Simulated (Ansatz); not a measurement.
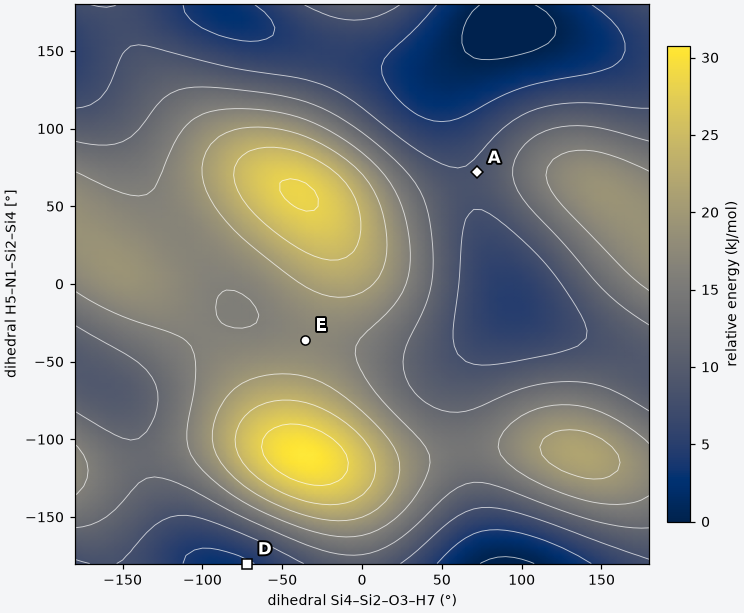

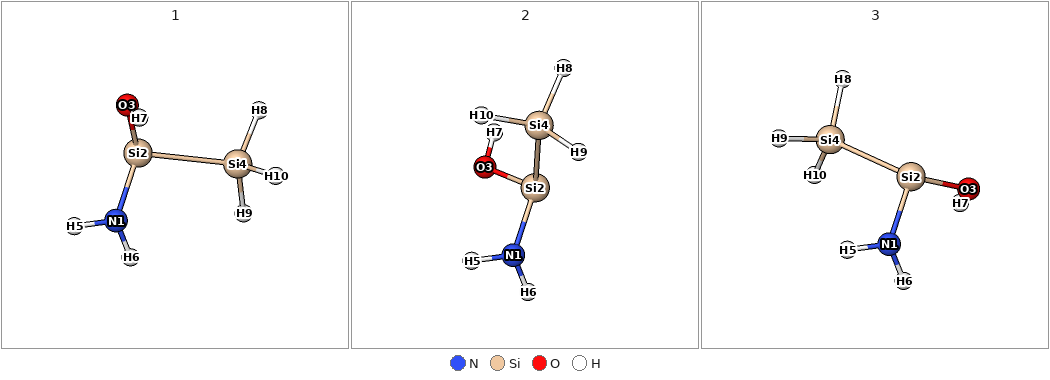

H₆NOSi₂, SMILES N[Si](O)[SiH3], spin multiplicity 2. 
- The first coordinate is: dihedral Si4–Si2–O3–H7; the second: dihedral H5–N1–Si2–Si4.
- Nothing is relaxed (all other coordinates rigid).
- The scan uses a 10 × 10 grid.
- Points are written as (first, second).
- Energies are in kJ/mol, from the lowest grid point.
- Method: UKS B3LYP-D4/def2-SVP in Ansatz 0.2.0.

Drawn: a smooth colour map with a few white contour lines, lettered points. Between grid points the surface is interpolated. The numbered pictures are the structures at these points, in random order.

Which structure belongs to which point?

Answer. A is structure 2: (72°, 72°), 8.6 kJ/mol; D is structure 1: (−72°, −180°), 3.6 kJ/mol; E is structure 3: (−36°, −36°), 17.2 kJ/mol.
